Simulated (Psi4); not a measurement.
**SiHF (SMILES F[SiH]): DSD-PBEP86/def2-TZVPPD (density fitting for correlation)**

Aim: the vertical ionisation energy of SiHF at DSD-PBEP86/def2-TZVPPD (density fitting for correlation), from 2 runs. 

The results are computed with Psi4 1.11.

## 1. The molecule

The species is SiHF (3 atoms), meant as a singlet with charge 0. SMILES: `F[SiH]`. The coordinates come from a PBE0-D4/def2-TZVP relaxation.

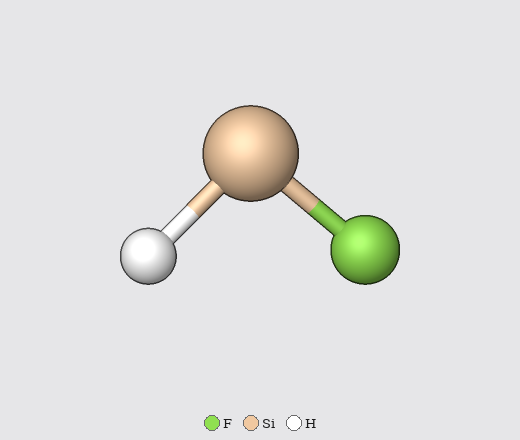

Viewed from a chosen angle; fluorine green, silicon light orange, hydrogen white.

## 2. A single-point energy at DSD-PBEP86/def2-TZVPPD (density fitting for correlation)

File calc.py:

```python
import psi4

psi4.set_memory(1600000000)
psi4.set_num_threads(1)
psi4.set_output_file('psi4.out', False)

mol = psi4.geometry("""
0 1
F     -2.06017942     0.04610932    -1.13818204
Si     0.35300084     1.18939362     0.32843440
H      1.68639159    -1.35795719     0.78480326
units bohr
symmetry c1
""")

psi4.set_options({
    'basis': 'def2-TZVPPD',
    'puream': True,
    'e_convergence': 1e-09,
    'd_convergence': 1e-08,
    'scf_type': 'pk',
    'dft_radial_points': 99,
    'dft_spherical_points': 590,
    'num_frozen_docc': 6,
})

e, wfn = psi4.energy('dsd-pbep86', return_wfn=True)
print('E =', round(e, 9))
for k, v in sorted(psi4.core.scalar_variables().items()):
    print(f'{k:45s} {v:18.10f}')
```

Launch:

```
$ python calc.py
```

psi4.out:

```text
[...]
  Running in c1 symmetry.
[...]
  Nuclear repulsion =   48.194575458699951
[...]
  Multiplicity = 1
[...]
  Nalpha       = 12
  Nbeta        = 12
[...]
    Number of basis functions: 105
[...]
   @RKS iter   1:  -389.35362806736225   -6.26125e-01   3.43379e-03 DIIS/ADIIS
[...]
   @RKS iter  10:  -389.39161237665672   -1.19371e-12   1.73329e-09 DIIS
[...]
    Orbital Energies [Eh]
    ---------------------
    Doubly Occupied:
       1A    -67.901197     2A    -25.731954     3A     -5.884425
       4A     -4.074095     5A     -4.072312     6A     -4.069311
       7A     -1.457578     8A     -0.691528     9A     -0.602810
      10A     -0.590617    11A     -0.516250    12A     -0.320481
[...]
  @RKS Final Energy:  -389.39161237665672
   => Energetics <=
    Nuclear Repulsion Energy =             48.1945754586999513
    One-Electron Energy =                -636.9441705370647924
    Two-Electron Energy =                 208.3616697087755938
    DFT Exchange-Correlation Energy =      -9.0036870070675512
    Empirical Dispersion Energy =           0.0000000000000000
    VV10 Nonlocal Energy =                  0.0000000000000000
    Total Energy =                       -389.3916123766567239
[...]
 Multipole Moments:
 ------------------------------------------------------------------------------------
     Multipole            Electronic (a.u.)      Nuclear  (a.u.)        Total (a.u.)
 ------------------------------------------------------------------------------------
 L = 1.  Multiply by 2.5417464519 to convert [e a0] to [Debye]
 Dipole X            :         -1.6877885            2.1060013            0.4182128
 Dipole Y            :          0.7422578           -0.6919729            0.0502848
 Dipole Z            :         -0.0000000            0.0000000           -0.0000000
 Magnitude           :                                                    0.4212250
[...]
```

On the terminal:

```text
E = -389.578924102
CURRENT ENERGY                                   -389.5789241016
CURRENT REFERENCE ENERGY                         -389.3916123767
DD SOLVATION ENERGY                                 0.0000000000
DFT FUNCTIONAL TOTAL ENERGY                      -389.3916123767
DFT TOTAL ENERGY                                 -389.5789241016
DFT VV10 ENERGY                                     0.0000000000
DFT XC ENERGY                                      -9.0036870071
DOUBLE-HYBRID CORRECTION ENERGY                    -0.1873117249
DSD-PBEP86 DOUBLE-HYBRID CORRECTION ENERGY         -0.1873117249
DSD-PBEP86 TOTAL ENERGY                          -389.5789241016
GRID ELECTRONS ALPHA                               11.9999999324
GRID ELECTRONS BETA                                11.9999999324
GRID ELECTRONS TOTAL                               23.9999998648
NUCLEAR REPULSION ENERGY                           48.1945754587
ONE-ELECTRON ENERGY                              -636.9441705371
PCM POLARIZATION ENERGY                             0.0000000000
PE ENERGY                                           0.0000000000
SCF ITERATION ENERGY                             -389.3916123767
SCF ITERATIONS                                     10.0000000000
SCF TOTAL ENERGY                                 -389.3916123767
TWO-ELECTRON ENERGY                               208.3616697088
XC GRID RADIAL POINTS                              99.0000000000
XC GRID SPHERICAL POINTS                          590.0000000000
XC GRID TOTAL POINTS                           170482.0000000000
```

Run time: 6.3 s. Hardware: 1 thread of Intel Xeon 6975P-C (Granite Rapids), shared host; peak memory 0.6 GiB.

## 3. The doublet cation

File fhsi.inp:

```
memory 1600 MB

molecule {
  1 2
  F
  Si 1 R2
  H 2 R3 1 A3

  R2 = 1.612168
  R3 = 1.540551
  A3 = 96.30929
  units angstrom
  symmetry c1
  no_reorient
  no_com
}

set {
  basis def2-TZVPPD
  reference uks
  puream true
  e_convergence 1e-09
  d_convergence 1e-08
  scf_type pk
  dft_radial_points 99
  dft_spherical_points 590
  num_frozen_docc 6
  maxiter 200
}

energy("dsd-pbep86")
print_variables()
```

Launch:

```
$ psi4 -i fhsi.inp -o fhsi.out -n 1
```

fhsi.out:

```text
[...]
  Running in c1 symmetry.
[...]
  Nuclear repulsion =   48.194571950340311
[...]
  Multiplicity = 2
[...]
  Nalpha       = 12
  Nbeta        = 11
[...]
    Number of basis functions: 105
[...]
   @UKS iter   1:  -388.98889653462578   -2.61395e-01   3.53937e-03 ADIIS/DIIS
[...]
   @UKS iter  13:  -389.05345912738130   -1.14824e-11   6.91317e-09 DIIS
[...]
   @S^2 Observed:                7.685425859E-01
[...]
    Orbital Energies [Eh]
    ---------------------
    Alpha Occupied:
       1A    -68.258741     2A    -26.004121     3A     -6.236974
       4A     -4.428022     5A     -4.425695     6A     -4.421335
       7A     -1.721794     8A     -0.973189     9A     -0.874223
      10A     -0.846670    11A     -0.821788    12A     -0.676502
    Alpha Virtual:
      13A     -0.304631    14A     -0.200474    15A     -0.131393
      16A     -0.111847    17A     -0.076177    18A     -0.050827
      19A     -0.035639    20A     -0.028833    21A     -0.028739
      22A     -0.011501    23A      0.010976    24A      0.034394
      25A      0.064247    26A      0.091476    27A      0.097718
[...]
  @UKS Final Energy:  -389.05345912738130
   => Energetics <=
    Nuclear Repulsion Energy =             48.1945719503403112
    One-Electron Energy =                -629.6145006617560966
    Two-Electron Energy =                 201.2806103929381152
    DFT Exchange-Correlation Energy =      -8.9141408089036513
    Empirical Dispersion Energy =           0.0000000000000000
    VV10 Nonlocal Energy =                  0.0000000000000000
    Total Energy =                       -389.0534591273813021
[...]
 Multipole Moments:
 ------------------------------------------------------------------------------------
     Multipole            Electronic (a.u.)      Nuclear  (a.u.)        Total (a.u.)
 ------------------------------------------------------------------------------------
 L = 1.  Multiply by 2.5417464519 to convert [e a0] to [Debye]
 Dipole X            :         -1.3329854            1.4349602            0.1019748
 Dipole Y            :         -0.1145790           -1.6896620           -1.8042410
 Dipole Z            :         -0.0000000            0.0000000           -0.0000000
 Magnitude           :                                                    1.8071205
[...]
```

Run time: 9.9 s. Hardware: 1 thread of Intel Xeon 6975P-C (Granite Rapids), shared host; peak memory 0.61 GiB.

## 4. Results

At DSD-PBEP86/def2-TZVPPD (density fitting for correlation), 6 core orbitals frozen:

| quantity | value |
| --- | --- |
| singlet SiHF: total energy | -389.57892 Eh |
| singlet SiHF: HOMO energy (SCF part's orbitals) | -8.72 eV |
| singlet SiHF: LUMO energy (SCF part's orbitals) | -0.78 eV |
| singlet SiHF: HOMO–LUMO gap (SCF part's orbitals) | 7.94 eV |
| doublet cation: total energy | -389.22604 Eh |
| doublet cation: HOMO energy (SCF part's orbitals) (highest over α and β) | -18.41 eV |
| doublet cation: LUMO energy (SCF part's orbitals) (lowest over α and β) | -9.70 eV |
| doublet cation: ⟨S²⟩ | 0.769 |
| vertical ionisation energy (to the doublet cation) | 9.602 eV |

In words: The vertical ionisation energy comes to 9.60 eV (221 kcal/mol). The negative HOMO energy of the first species, 8.72 eV, lies 0.88 eV below that difference.
